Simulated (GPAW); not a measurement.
Consider YSe (Fm-3m).

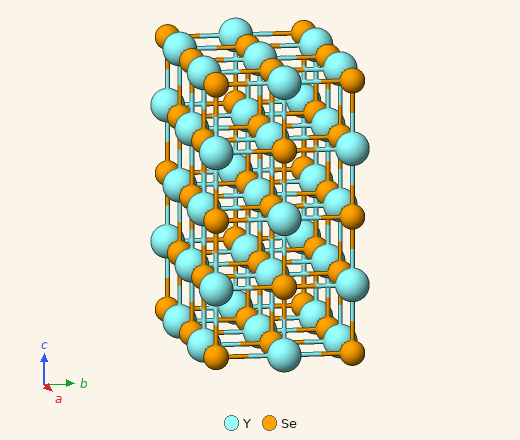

The structure (yttrium teal, selenium orange). 2×1×2 conventional cells are drawn. Some periodic images of atoms are drawn too.

```
Y Se
1.0
     0.00000    2.85150    2.85150
     2.85150    0.00000    2.85150
     2.85150    2.85150    0.00000
Y Se
1 1
Direct
  0.50000 0.50000 0.50000
  0.00000 0.00000 0.00000
```

Absorber: atom 1, with 6 Se at 2.85 Å (octahedral, site symmetry m-3m). Method: GPAW, LDA, excited-electron core hole (neutral cell), 8-atom cell with 5.7 Å between holes, 5×5×5 k points, dipole transitions, Gaussian full width 1.5 eV up to 4 eV, rising linearly to 3.5 eV at 25 eV.

Q: What does the Y L₃ edge look like?

Main maxima up to 30 eV above the zero (height): 1.0 eV (3.66), 7.4 eV (0.85), 15.6 eV (0.76) and 26.0 eV (0.76). At an L edge the dipole rule selects empty d (and weakly s) states on the absorber, and the strong line at the onset measures the empty part of its d band. 

The Y L₃ spectrum (energy from the lowest empty level; intensity scaled to a mean of 1 over the first 20 eV):

| E (eV) | intensity |
| --- | --- |
| -2.0 | 0.01 |
| -0.5 | 1.18 |
| 1.0 | 3.66 |
| 2.5 | 2.50 |
| 4.0 | 0.90 |
| 5.5 | 0.51 |
| 7.0 | 0.83 |
| 8.5 | 0.67 |
| 10.0 | 0.54 |
| 11.5 | 0.53 |
| 13.0 | 0.46 |
| 14.5 | 0.67 |
| 16.0 | 0.74 |
| 17.5 | 0.55 |
| 19.0 | 0.48 |
| 20.5 | 0.50 |
| 22.0 | 0.51 |
| 23.5 | 0.58 |
| 25.0 | 0.72 |
| 26.5 | 0.75 |
| 28.0 | 0.65 |
| 29.5 | 0.57 |
| 31.0 | 0.49 |

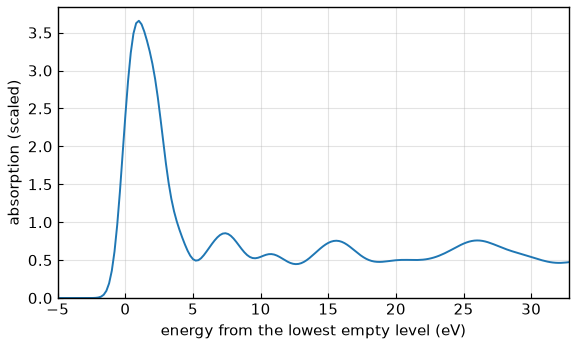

The Y L₃ edge.

Only the L₃ part is meant: spin–orbit coupling of the core level isn't computed and the L₂ copy isn't added. The primitive cell holds an odd number of electrons, so a spin-paired run has to come out metallic; that is right for a metal, but some such compounds are magnetic or distorted insulators. The holes are only 5.7 Å apart, so the shape is probably not converged with cell size; no larger cell was run here. Lifetime broadening is put in by hand, and intensities beyond about 20 eV depend on it and on the partial waves; weight that the partial waves miss at high energy is lost. The structure is a published determination, not relaxed.

[Banner, clock and machine lines of the logs are left out without a mark of their own.]

[Logs are printed without paths, hosts, clocks, repeated set-up lines and the standing remarks that a program may print on its own settings, such as how far it seeks lower states.]

[Hosts, paths, dates, database ids (printed as entryN), source tags and the programs' standing remarks are cut or masked in the printed files.]

[Lists of maxima count a maximum above −3 eV only where it reaches 4 % of the highest in the window and stands out from its surroundings by 2 % of it (1.5 % where it reaches 55 %); shoulders and weaker maxima are passed over, and of the rest the first, up to two pre-edge ones and the few strongest are named.]
